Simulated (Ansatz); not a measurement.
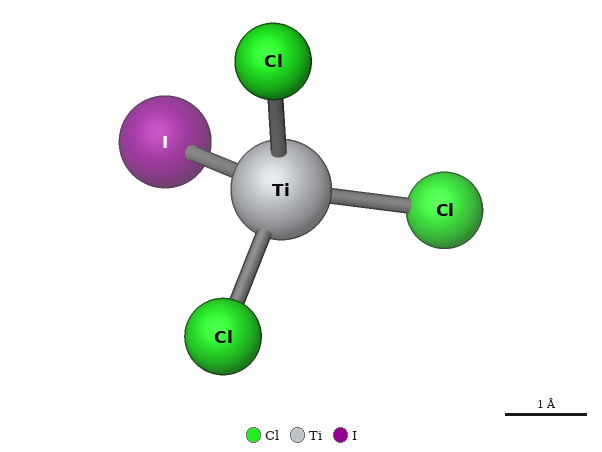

Atoms fade into the background with distance from the viewer. Charge 0, singlet. The geometry was computed by an optimisation with PBE0-D4/def2-TZVP. Masses are those of the most abundant isotopes; constants are for the rigid equilibrium geometry.

### What kind of rotor is it, and what are its rotational constants in MHz?

A prolate symmetric top (C3v): A = 1154, B = C = 584 MHz.
